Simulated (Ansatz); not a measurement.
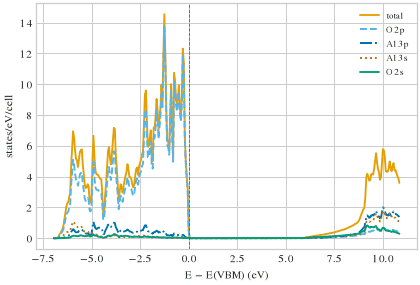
Figure: Total and projected density of states of Al₂O₃ (corundum, space group No. 167), PBE in the plane-wave PAW code Ansatz

### Question
Which orbitals carry the states next to the gap?

### Answer
Top 1 eV of the valence band: O 2p 96 %. Bottom 1 eV of the conduction band: Al 3s 42 %, O 2s 38 %, Al 3p 13 %, O 2p 7 %. Projections are on Löwdin-orthogonalised atomic valence shells; empty p or d shells of many metals are not among them.

### Question
Where is the tallest occupied peak in this window, and what makes it?

### Answer
Near -1.2 eV, about 15 states/eV per cell; the largest projected share is O 2p.

Space group R-3c (corundum). The PBE relaxation kept the symmetry of its start.

Potentials: the earlier of the program's two PAW sets.
